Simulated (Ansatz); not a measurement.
## Molecular dynamics of B2SiH6O (part 1 of 2)

System: B2SiH6O, SMILES BO[SiH2]B.
Method: RKS PBE/def2-SVP (Ansatz 0.2.0).

The geometry comes from this level: PBE0-D4/def2-TZVP. Figures and captions count atoms from 1; the log counts them from 0 in places.

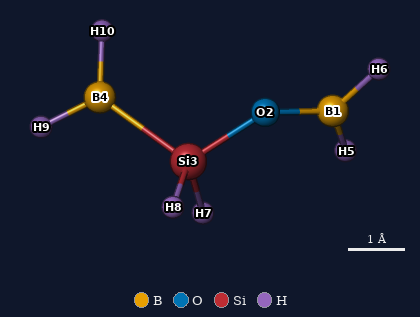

Fig. 1: The starting structure (ball-and-stick view, seen on its broad side; atoms are numbered from 1 in the order of the input). Bond lengths as drawn: B–H 1.19 to 1.20 Å, B–O 1.34 Å, B–Si 2.00 Å, H–Si 1.49 Å and O–Si 1.67 Å.

Key numbers:

| quantity | value |
| --- | --- |
| outcome | finished |
| mean temperature over the second half | 631 K |
| trajectory | 20 steps, 10 fs |
| ensemble | nvt_nose_hoover |
| temperature in the input | 1500 K |
| time step | 0.5 fs |
| potential energy (last step) | −11360.0112 eV |
| SCF solution under orbital rotations (last step) | stable |
| largest force (length of the vector) (last step) | 3.433 eV/Å |
| dipole moment (last step) | 1.13 D |
| hardware | 2 threads of Arm Neoverse V2, 108 GiB of memory available, shared host |
| wall time | 26 s (CPU time 49 s) |
| peak memory | 0.39 GiB |

So short a trajectory is not equilibrated. The temperature stays far from the 1500 K of the thermostat over the second half: the run isn't equilibrated.

Input file:
```yaml
crystal:
  periodic: [false, false, false]
  atoms:
    - {symbol: B, position_ang: [-1.561873, 1.345189, 0.643219]}
    - {symbol: O, position_ang: [-0.292293, 1.025740, 0.336885]}
    - {symbol: Si, position_ang: [0.359637, -0.110691, -0.691494]}
    - {symbol: B, position_ang: [1.554565, -1.416177, 0.241549]}
    - {symbol: H, position_ang: [-2.475148, 0.753147, 0.126303]}
    - {symbol: H, position_ang: [-1.748443, 2.223870, 1.437776]}
    - {symbol: H, position_ang: [-0.747171, -0.840530, -1.378568]}
    - {symbol: H, position_ang: [1.139163, 0.634032, -1.719271]}
    - {symbol: H, position_ang: [2.108018, -2.250591, -0.413916]}
    - {symbol: H, position_ang: [1.746647, -1.415189, 1.420418]}
basis:
  gaussian: {orbitals: def2-SVP}
hamiltonian: {xc: {name: PBE}}
md: {timestep: 0.5 fs, n_steps: 20, ensemble: nvt_nose_hoover, temperature: 1500, initial_velocities: maxwell_boltzmann, seed: 450}
```

Run as:
```bash
ansatz run in.yaml --threads 2 --pin off --events-out ev --progress --plain --max-ram 4352MiB
```

The program's output:
```
Functional definition: PBE
  name "PBE"
  cite "Perdew, Burke & Ernzerhof, Phys. Rev. Lett. 77, 3865 (1996) doi:10.1103/PhysRevLett.77.3865"
  parent pbe
  parameter kappa = 0.804
  parameter beta = 0.06672455060314922
  exchange = pbe_x(kappa = kappa, mu = beta*pi^2/3)
  correlation = pbe_c(beta = beta)
995 factors; their error is unknown
mean field evaluation 1: about -11355.8394 eV, gradient 4.9e1 eV
mean field evaluation 2: about -11332.0106 eV, gradient 1.2e2 eV
mean field evaluation 4: about -11361.0204 eV, gradient 5.7e0 eV
mean field evaluation 8: about -11361.1206 eV, gradient 5.9e-2 eV
mean field evaluation 16: about -11361.0708 eV, gradient 1.9e-5 eV
mean field -11361.07076490 eV, -417.5116497996 hartree, gradient 1.9e-5 eV, S^2 0.000000; 0 other end points of the search recorded, 0 dependent functions left out
the calculation of the forces begins
reference -11361.07080550 eV, -417.5116512916 hartree; 19, 19 occupied and 71, 71 virtual orbitals, 995 factors
md step     0: t =     0.00 fs  T =  1500.0 K  F+E_penalty+E_count = -11361.07076490 eV  E_kin = 1.551120 eV  conserved = -11359.51964491 eV  (25 SCF iters)
these checks for a lower state are left out or cut short: starts, cluster_reference, orbital_swaps, neighbouring_geometries, increment
995 factors; their error is unknown
mean field -11361.05661156 eV, -417.5111296742 hartree, gradient 2.1e-5 eV, S^2 0.000000; 0 other end points of the search recorded, 0 dependent functions left out
[... from here on the field's lines of each further geometry are left out, up to the last ...]
md step     1: t =     0.50 fs  T =  1486.5 K  F+E_penalty+E_count = -11361.05661156 eV  E_kin = 1.537135 eV  conserved = -11359.51947661 eV  (27 SCF iters)
md step     2: t =     1.00 fs  T =  1441.4 K  F+E_penalty+E_count = -11361.00952252 eV  E_kin = 1.490502 eV  conserved = -11359.51902152 eV  (27 SCF iters)
md step     3: t =     1.50 fs  T =  1371.4 K  F+E_penalty+E_count = -11360.93656747 eV  E_kin = 1.418187 eV  conserved = -11359.51838588 eV  (27 SCF iters)
md step     4: t =     2.00 fs  T =  1286.1 K  F+E_penalty+E_count = -11360.84765826 eV  E_kin = 1.329955 eV  conserved = -11359.51771831 eV  (27 SCF iters)
md step     5: t =     2.50 fs  T =  1195.4 K  F+E_penalty+E_count = -11360.75326199 eV  E_kin = 1.236123 eV  conserved = -11359.51717204 eV  (27 SCF iters)
md step     6: t =     3.00 fs  T =  1107.5 K  F+E_penalty+E_count = -11360.66205855 eV  E_kin = 1.145267 eV  conserved = -11359.51685312 eV  (27 SCF iters)
md step     7: t =     3.50 fs  T =  1027.6 K  F+E_penalty+E_count = -11360.57930203 eV  E_kin = 1.062624 eV  conserved = -11359.51678028 eV  (27 SCF iters)
md step     8: t =     4.00 fs  T =   957.1 K  F+E_penalty+E_count = -11360.50648285 eV  E_kin = 0.989757 eV  conserved = -11359.51688270 eV  (27 SCF iters)
md step     9: t =     4.50 fs  T =   895.0 K  F+E_penalty+E_count = -11360.44231276 eV  E_kin = 0.925492 eV  conserved = -11359.51704599 eV  (27 SCF iters)
md step    10: t =     5.00 fs  T =   838.9 K  F+E_penalty+E_count = -11360.38439110 eV  E_kin = 0.867526 eV  conserved = -11359.51717204 eV  (27 SCF iters)
md step    11: t =     5.50 fs  T =   787.0 K  F+E_penalty+E_count = -11360.33068077 eV  E_kin = 0.813865 eV  conserved = -11359.51721746 eV  (27 SCF iters)
md step    12: t =     6.00 fs  T =   738.4 K  F+E_penalty+E_count = -11360.28021865 eV  E_kin = 0.763535 eV  conserved = -11359.51719373 eV  (27 SCF iters)
md step    13: t =     6.50 fs  T =   692.9 K  F+E_penalty+E_count = -11360.23302081 eV  E_kin = 0.716506 eV  conserved = -11359.51714544 eV  (27 SCF iters)
md step    14: t =     7.00 fs  T =   651.0 K  F+E_penalty+E_count = -11360.18951435 eV  E_kin = 0.673163 eV  conserved = -11359.51711288 eV  (27 SCF iters)
md step    15: t =     7.50 fs  T =   612.9 K  F+E_penalty+E_count = -11360.14996808 eV  E_kin = 0.633756 eV  conserved = -11359.51711604 eV  (28 SCF iters)
md step    16: t =     8.00 fs  T =   578.4 K  F+E_penalty+E_count = -11360.11423602 eV  E_kin = 0.598151 eV  conserved = -11359.51714156 eV  (28 SCF iters)
md step    17: t =     8.50 fs  T =   547.4 K  F+E_penalty+E_count = -11360.08196337 eV  E_kin = 0.566030 eV  conserved = -11359.51715111 eV  (28 SCF iters)
md step    18: t =     9.00 fs  T =   519.7 K  F+E_penalty+E_count = -11360.05315247 eV  E_kin = 0.537442 eV  conserved = -11359.51709973 eV  (26 SCF iters)
md step    19: t =     9.50 fs  T =   496.5 K  F+E_penalty+E_count = -11360.02879941 eV  E_kin = 0.513405 eV  conserved = -11359.51696362 eV  (28 SCF iters)
the calculation of the forces begins
reference -11360.01123409 eV, -417.4727127608 hartree; 19, 19 occupied and 71, 71 virtual orbitals, 995 factors
995 factors; their error is unknown
mean field evaluation 192: about -11360.0112 eV, gradient 2.3e-5 eV
mean field -11360.01119358 eV, -417.4727112718 hartree, gradient 2.4e-5 eV, S^2 0.000000; 1 other end points of the search recorded, 0 dependent functions left out
the calculation of the forces begins
reference -11360.01123409 eV, -417.4727127608 hartree; 19, 19 occupied and 71, 71 virtual orbitals, 995 factors
md step    20: t =    10.00 fs  T =   479.8 K  F+E_penalty+E_count = -11360.01119358 eV  E_kin = 0.496190 eV  conserved = -11359.51676335 eV  (27 SCF iters)
```

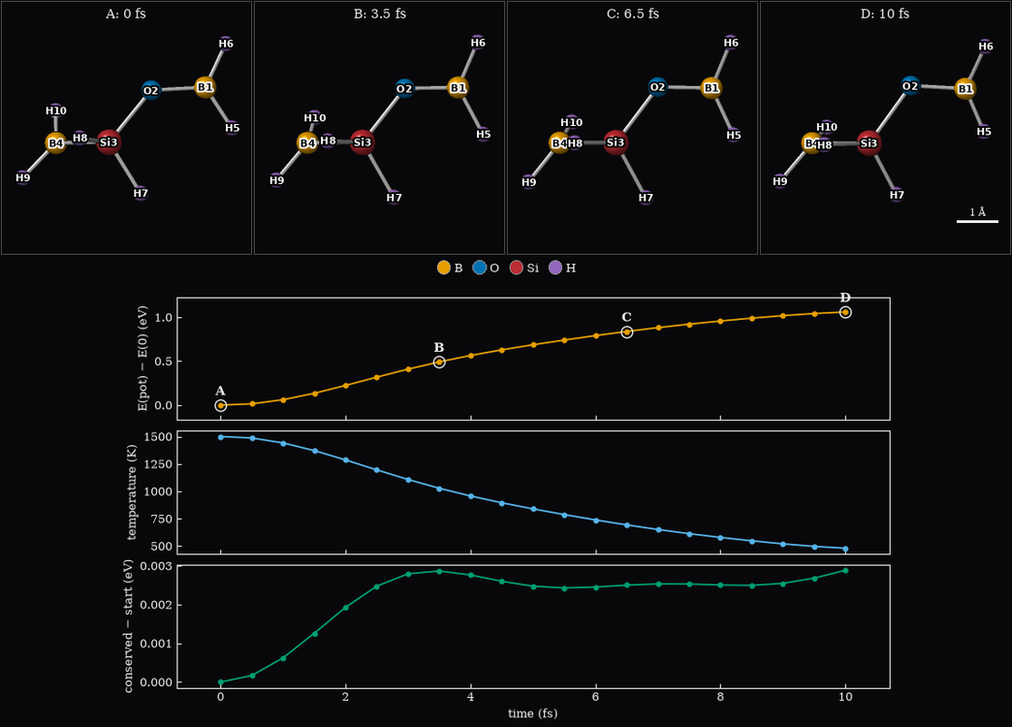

Fig. 2: Frames of the molecular dynamics (ball-and-stick, seen at a tilt) above the curves, on which the letters mark them. The trajectory kept here has 21 frames over 10 fs. The temperature starts at 1500 K, ranges from 480 to 1500 K and averages 631 K over the second half. The potential energy ends 1.060 eV above its first value. The conserved quantity stays within 0.0029 eV. After an unweighted best fit of the last frame on the first, the root-mean-square displacement is 0.26 Å, and H10 has moved furthest (0.43 Å).

```
Total energy: -11360.01123409 eV, -417.4727127608 hartree
Atom 0 at    -1.599172     1.320689     0.627112 Å, force     1.534161     1.702819    -0.237377 eV/Å
Atom 1 at    -0.272169     1.083375     0.438458 Å, force     0.591015    -0.812465    -1.364335 eV/Å
Atom 2 at     0.324860    -0.092368    -0.733999 Å, force     3.201487    -0.412220     1.170124 eV/Å
Atom 3 at     1.640713    -1.435293     0.243843 Å, force    -2.097202    -0.861434     0.024555 eV/Å
Atom 4 at    -2.331986     0.562637     0.138346 Å, force    -1.417864    -0.861246    -0.213857 eV/Å
Atom 5 at    -1.767009     2.462369     1.045529 Å, force    -0.608358    -0.410116     0.427469 eV/Å
Atom 6 at    -0.689543    -1.122176    -1.131965 Å, force    -0.336043     0.291398    -0.356562 eV/Å
Atom 7 at     1.417428     0.400395    -1.855795 Å, force    -1.808571     0.146362     0.824974 eV/Å
Atom 8 at     2.143080    -2.357296    -0.416076 Å, force     0.322673     0.650841     0.069260 eV/Å
Atom 9 at     1.376775    -1.798756     1.412951 Å, force     0.618701     0.566060    -0.344251 eV/Å
Dipole moment:     0.055583    -0.132426    -0.185972 e Å
```

Trajectory as extended XYZ (Å, eV, eV/Å), 20 of the 21 frames kept, from step=0 to step=20:
```
10
Properties=species:S:1:pos:R:3:forces:R:3 step=0 time_fs=0.0 energy=-11361.07077 temperature=1500.0
B    -1.5619    1.3452    0.6432   -0.0891   0.0424   0.0473
O    -0.2923    1.0257    0.3369   -0.0211   0.7082   0.6031
Si    0.3596   -0.1107   -0.6915    0.5599  -0.7930  -0.3770
B     1.5546   -1.4162    0.2415   -0.2423   0.2669  -0.1788
H    -2.4751    0.7531    0.1263   -0.3675  -0.2353  -0.2044
H    -1.7484    2.2239    1.4378   -0.0622   0.3578   0.3218
H    -0.7472   -0.8405   -1.3786   -0.2475  -0.1759  -0.1910
H     1.1392    0.6340   -1.7193    0.1667   0.1640  -0.2368
H     2.1080   -2.2506   -0.4139    0.2233  -0.3418  -0.2772
H     1.7466   -1.4152    1.4204    0.0799   0.0068   0.4931
10
Properties=species:S:1:pos:R:3:forces:R:3 step=1 time_fs=0.5 energy=-11361.05661 temperature=1486.5
B    -1.5611    1.3433    0.6437   -0.4763  -0.0709  -0.1916
O    -0.2927    1.0289    0.3426    0.1964   0.5540   0.4253
Si    0.3577   -0.1081   -0.6945    0.3122  -1.1943   0.0468
B     1.5616   -1.4165    0.2414   -0.4926   0.2912  -0.2663
H    -2.4776    0.7300    0.1106   -0.0727  -0.0025   0.0493
H    -1.7403    2.2447    1.4148   -0.1388   0.3142   0.3362
H    -0.7532   -0.8683   -1.3686   -0.1013  -0.0286  -0.1053
H     1.1471    0.6005   -1.7027    0.3415   0.4626  -0.5897
H     2.1023   -2.2586   -0.4103    0.2935  -0.3529  -0.3272
H     1.7198   -1.4402    1.4199    0.1381   0.0273   0.6223
10
Properties=species:S:1:pos:R:3:forces:R:3 step=2 time_fs=1.0 energy=-11361.00952 temperature=1441.4
B    -1.5604    1.3413    0.6442   -0.8318  -0.1375  -0.3872
O    -0.2931    1.0321    0.3483    0.4096   0.3998   0.2476
Si    0.3559   -0.1057   -0.6976    0.0439  -1.5853   0.4752
B     1.5686   -1.4168    0.2411   -0.7079   0.2873  -0.3023
H    -2.4803    0.7069    0.0950    0.1878   0.2179   0.2856
H    -1.7324    2.2662    1.3926   -0.2077   0.2359   0.3233
H    -0.7594   -0.8962   -1.3589    0.0472   0.1244  -0.0229
H     1.1558    0.5681   -1.6876    0.5308   0.7505  -0.9444
H     2.0973   -2.2674   -0.4075    0.3465  -0.3385  -0.3562
H     1.6933   -1.4651    1.4209    0.1815   0.0456   0.6815
10
Properties=species:S:1:pos:R:3:forces:R:3 step=3 time_fs=1.5 energy=-11360.93657 temperature=1371.4
B    -1.5599    1.3394    0.6446   -1.1422  -0.1512  -0.5371
O    -0.2934    1.0353    0.3541    0.6144   0.2480   0.0728
Si    0.3540   -0.1034   -0.7006   -0.2157  -1.9394   0.8811
B     1.5754   -1.4170    0.2408   -0.8905   0.2495  -0.2822
H    -2.4825    0.6843    0.0800    0.4039   0.4159   0.4955
H    -1.7250    2.2884    1.3712   -0.2687   0.1251   0.2881
H    -0.7656   -0.9237   -1.3492    0.1901   0.2769   0.0515
H     1.1659    0.5374   -1.6747    0.7125   1.0061  -1.2709
H     2.0932   -2.2770   -0.4055    0.3813  -0.2969  -0.3628
H     1.6673   -1.4899    1.4234    0.2148   0.0660   0.6639
10
Properties=species:S:1:pos:R:3:forces:R:3 step=4 time_fs=2.0 energy=-11360.84766 temperature=1286.1
B    -1.5596    1.3374    0.6449   -1.4005  -0.1140  -0.6445
O    -0.2937    1.0387    0.3599    0.8067   0.1011  -0.0962
Si    0.3521   -0.1012   -0.7035   -0.4325  -2.2314   1.2333
B     1.5820   -1.4172    0.2404   -1.0457   0.1749  -0.2092
H    -2.4838    0.6627    0.0663    0.5724   0.5861   0.6746
H    -1.7183    2.3108    1.3504   -0.3222  -0.0127   0.2375
H    -0.7713   -0.9506   -1.3395    0.3212   0.4236   0.1150
H     1.1776    0.5092   -1.6649    0.8582   1.2085  -1.5358
H     2.0899   -2.2873   -0.4044    0.3987  -0.2284  -0.3474
H     1.6418   -1.5146    1.4276    0.2437   0.0924   0.5728
```
